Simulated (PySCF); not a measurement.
**GaF (SMILES [F][Ga]): SVWN5/def2-TZVPPD**

What is the vertical ionisation energy of GaF at SVWN5/def2-TZVPPD? Input form: a Python script.

The results are computed with PySCF 2.14.0.

1 further run of the same task is left out (set aside as unsound or not needed).

### 1 The structure to begin with

GaF: 2 atoms, total charge 0, spin state singlet. As SMILES, `[F][Ga]`. Geometry: a GFN2-xTB relaxation, a rough one for these elements and not checked as a minimum.

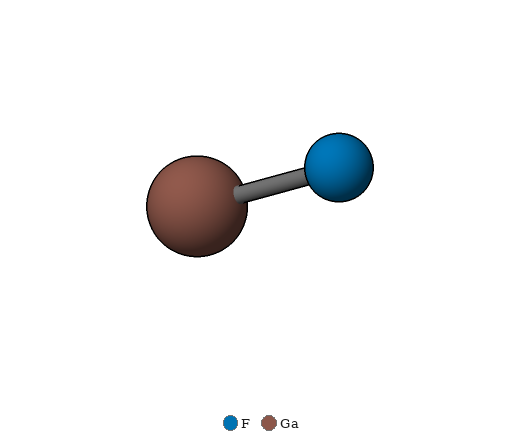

The structure, seen from a chosen angle (fluorine blue, gallium brown).

### 2 The energy at SVWN5/def2-TZVPPD

The input, run.py:

```python
from pyscf import gto, dft

molecule = gto.M(
    atom='''
F      0.000000     0.000000     0.000000
Ga     0.000000     0.000000     3.399901
''',
    verbose=4,
    basis='def2-tzvppd',
    charge=0,
    unit='bohr',
    max_memory=1860,
)

calc0 = dft.RKS(molecule, xc='svwn')
calc0.grids.level = 5
calc0.conv_tol = 1e-10
calc0.kernel()
if not calc0.converged:
    calc0 = calc0.newton().run(calc0.mo_coeff, calc0.mo_occ)

e_tot = calc0.e_tot
print('E(%s) = %.9f' % ('SVWN5', e_tot))
```

Command:

```sh
$ OMP_NUM_THREADS=1 python run.py
```

Log:

```text
PySCF version 2.14.0

[INPUT] num. atoms = 2
[INPUT] num. electrons = 40
[INPUT] charge = 0
[INPUT] spin (= nelec alpha-beta = 2S) = 0
[INPUT] symmetry False subgroup None
[INPUT] Mole.unit = bohr
[INPUT] Symbol           X                Y                Z      unit          X                Y                Z       unit  Magmom
[INPUT]  1 F      0.000000000000   0.000000000000   0.000000000000 AA    0.000000000000   0.000000000000   0.000000000000 Bohr   0.0
[INPUT]  2 Ga     0.000000000000   0.000000000000   1.799150128584 AA    0.000000000000   0.000000000000   3.399901000000 Bohr   0.0

nuclear repulsion = 82.0612129588479
number of shells = 32
number of NR pGTOs = 161
number of NR cGTOs = 94
basis = def2-tzvppd
ecp = {}

******** <class 'pyscf.dft.rks.RKS'> ********
method = RKS
initial guess = minao
damping factor = 0
level_shift factor = 0
DIIS = <class 'pyscf.scf.diis.CDIIS'>
diis_start_cycle = 1
diis_space = 8
diis_damp = 0
SCF conv_tol = 1e-10
SCF conv_tol_grad = None
SCF max_cycles = 50
direct_scf = True
direct_scf_tol = 1e-13
XC library pyscf.dft.libxc version 7.0.0
    S. Lehtola, C. Steigemann, M. J.T. Oliveira, and M. A.L. Marques.,  SoftwareX 7, 1–5 (2018)
XC functionals = svwn
    P. A. M. Dirac.,  Math. Proc. Cambridge Philos. Soc. 26, 376 (1930)
    F. Bloch.,  Z. Phys. 57, 545 (1929)
    S. H. Vosko, L. Wilk, and M. Nusair.,  Can. J. Phys. 58, 1200 (1980)
radial grids:
    Treutler-Ahlrichs [JCP 102, 346 (1995); DOI:10.1063/1.469408] (M4) radial grids

becke partition: Becke, JCP 88, 2547 (1988); DOI:10.1063/1.454033
pruning grids: <function nwchem_prune>
grids dens level: 5
symmetrized grids: False
atomic radii adjust function: <function treutler_atomic_radii_adjust>
small_rho_cutoff = 0
Set gradient conv threshold to 1e-05
Initial guess from minao.
tot grids = 89160
init E= -2020.56813919091
  HOMO = -0.262507241914534  LUMO = -0.0799137536212941  gap/eV = 4.96862
cycle= 1 E= -2020.99997925288  delta_E= -0.432  |g|= 1.19  |ddm|= 1.06
  HOMO = -0.165783541016479  LUMO = -0.0632881344723816  gap/eV = 2.78904
cycle= 2 E= -2017.14718482842  delta_E= 3.85  |g|= 4.48  |ddm|= 2.42
  HOMO = -0.2698591431284  LUMO = -0.0844821921594005  gap/eV = 5.04436
cycle= 3 E= -2021.05754865722  delta_E= -3.91  |g|= 0.891  |ddm|= 2.15
  HOMO = -0.247257053974458  LUMO = -0.079900355184592  gap/eV = 4.55401
cycle= 4 E= -2021.14473059268  delta_E= -0.0872  |g|= 0.287  |ddm|= 0.537
  HOMO = -0.260186112760837  LUMO = -0.0899708870139409  gap/eV = 4.63179
cycle= 5 E= -2021.15305525443  delta_E= -0.00832  |g|= 0.094  |ddm|= 0.0948
  HOMO = -0.258121397868202  LUMO = -0.0869733564625759  gap/eV = 4.65718
cycle= 6 E= -2021.15492689497  delta_E= -0.00187  |g|= 0.0217  |ddm|= 0.0623
  HOMO = -0.259155623053829  LUMO = -0.0871777173014656  gap/eV = 4.67976
cycle= 7 E= -2021.15500127481  delta_E= -7.44e-05  |g|= 0.00398  |ddm|= 0.00936
  HOMO = -0.259283240775325  LUMO = -0.087247401865537  gap/eV = 4.68133
cycle= 8 E= -2021.15500428146  delta_E= -3.01e-06  |g|= 0.000365  |ddm|= 0.00293
  HOMO = -0.259246738469322  LUMO = -0.0872137417451832  gap/eV = 4.68126
cycle= 9 E= -2021.15500430137  delta_E= -1.99e-08  |g|= 2.02e-05  |ddm|= 0.000314
  HOMO = -0.259245879014443  LUMO = -0.087212533075644  gap/eV = 4.68127
cycle= 10 E= -2021.15500430144  delta_E= -7.19e-11  |g|= 7.64e-06  |ddm|= 2.49e-05
  HOMO = -0.259246466094687  LUMO = -0.0872135297555471  gap/eV = 4.68125
Extra cycle  E= -2021.15500430139  delta_E= 4.77e-11  |g|= 2.03e-05  |ddm|= 1.72e-05
converged SCF energy = -2021.15500430139
E(SVWN5) = -2021.155004301
```

It took 4.8 s on 1 thread of Arm Neoverse V2, shared host; peak memory 0.3 GiB.

### 3 The doublet cation

The input, job.py:

```python
from pyscf import gto, dft

mol = gto.M(
    atom='''
F      0.000000     0.000000     0.000000
Ga     0.000000     0.000000     3.399901
''',
    unit='bohr',
    verbose=3,
    basis='def2-tzvppd',
    spin=1,
    max_memory=1860,
    charge=1,
)

mf = dft.UKS(mol, xc='svwn')
mf.conv_tol = 1e-10
mf.grids.level = 5
mf.kernel()
if not mf.converged:
    mf = mf.newton().run(mf.mo_coeff, mf.mo_occ)

energy = mf.e_tot
print('E = %.10f Eh' % energy)
```

Command:

```sh
$ OMP_NUM_THREADS=1 python job.py
```

Log:

```text
WARN: HOMO -0.455355878037984 >= LUMO -0.455355878037975

converged SCF energy = -2020.75801660881  <S^2> = 0.75147712  2S+1 = 2.0014766
E = -2020.7580166088 Eh
```

Run time: 8.4 s. Hardware: 1 thread of Arm Neoverse V2, shared host; peak memory 0.3 GiB.

### 4 Outcome

At SVWN5/def2-TZVPPD:

| quantity | value |
| --- | --- |
| singlet GaF: total energy | -2021.15500 Eh |
| singlet GaF: dipole moment | 2.35 D |
| singlet GaF: HOMO energy | -7.05 eV |
| singlet GaF: LUMO energy | -2.37 eV |
| singlet GaF: HOMO–LUMO gap | 4.68 eV |
| doublet cation: total energy | -2020.75802 Eh |
| doublet cation: HOMO energy (highest over α and β) | -15.75 eV |
| doublet cation: LUMO energy (lowest over α and β) | -14.62 eV |
| doublet cation: ⟨S²⟩ | 0.751 |
| vertical ionisation energy (to the doublet cation) | 10.803 eV |

Removing an electron at fixed nuclei costs 10.80 eV (249 kcal/mol). −ε(HOMO) before ionisation, 7.05 eV, is 3.75 eV below this ionisation energy.
